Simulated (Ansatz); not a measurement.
```tsv
atom	x (Å)	y (Å)	z (Å)
C	0.1734	0.6977	-1.8880
Al	1.1327	-0.0340	-0.3556
Al	-1.5098	-1.0287	1.3133
N	0.2435	-0.7851	1.0221
H	-0.9217	0.6015	-1.8146
H	0.4056	1.7692	-2.0230
H	0.4895	0.2029	-2.8237
H	2.7213	-0.0023	-0.2512
H	0.8500	-1.1332	1.7688
H	-1.9783	-1.7380	2.6558
H	-2.5301	-0.5215	0.2081
```

Geometry: r2SCAN-D4/def2-SVP.

Level of theory: isolated molecule in a Gaussian basis; Kohn-Sham density functional theory, functional PBE0 in Ansatz 0.2.0.

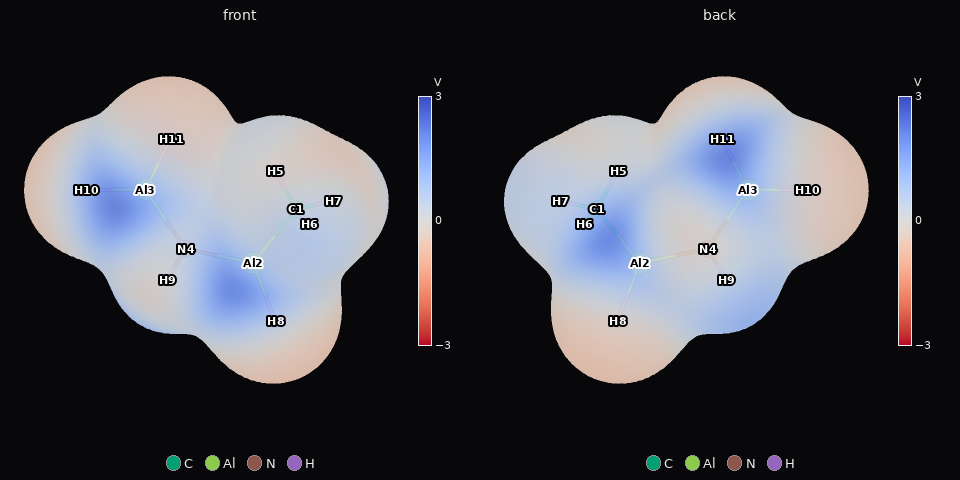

CH₇Al₂N (SMILES [CH3][AlH][NH][AlH2]). The electrostatic potential painted on the density surface at 0.001 e/bohr³, seen from the front and from behind; red is negative and blue positive.

Question: Where is the surface potential most negative and most positive?

Answer: The most negative region (about −0.5 V) lies over H8, the most positive (about +2.1 V) over Al2 and Al3.

Question: How polar is the molecule by this calculation?

Answer: Its dipole moment is 0.22 D.
